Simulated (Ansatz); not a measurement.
Formation energy of the localised charge states of Ga vacancy + O on the N site + O on the N site (V_Ga+O_N+O_N) in wurtzite GaN (start: the Ga site; N 1.97 Å away; N 1.98 Å away, along c; 96-site cell, 2×2×2 shifted sampling) against the Fermi level, N-rich (Δμ(Ga) = -0.88 eV, Δμ(N) = 0.00 eV, Δμ(O) = -2.45 eV, bounded by beta Ga2O3; only phases computed here count, gases as isolated molecules at 0 K). Computed with PBE, PAW (plane waves to 420 eV; Ansatz, an electronic-structure program).

Charges with a result: +1, 0, −1. Others weren't obtained, and one of them could lie lower, also by skipping a charge.

Set-up: 96-site cell; 2×2×2 shifted k-points; host gap 1.71 eV; charged states image-corrected; finite-size errors of tenths of an eV; flagged in the runs: a host whose relaxation on this sampling wasn't shown to rest, a strain field that reaches the edge of the cell.

Left out: charge +1 (level within 0.1 eV of a band edge or past it).

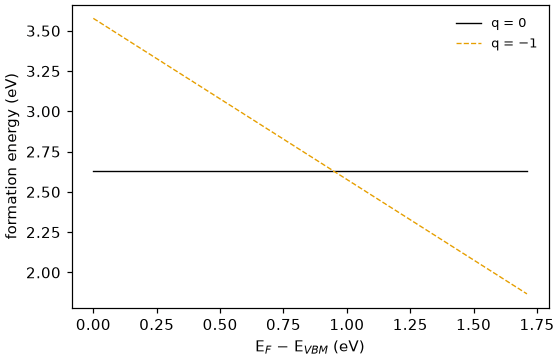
Formation energy of each charge state against the Fermi level

Crossings of the lowest lines: (0/−1) at 0.95 eV. At the valence-band maximum: q = 0: 2.63 eV; q = −1: 3.58 eV.
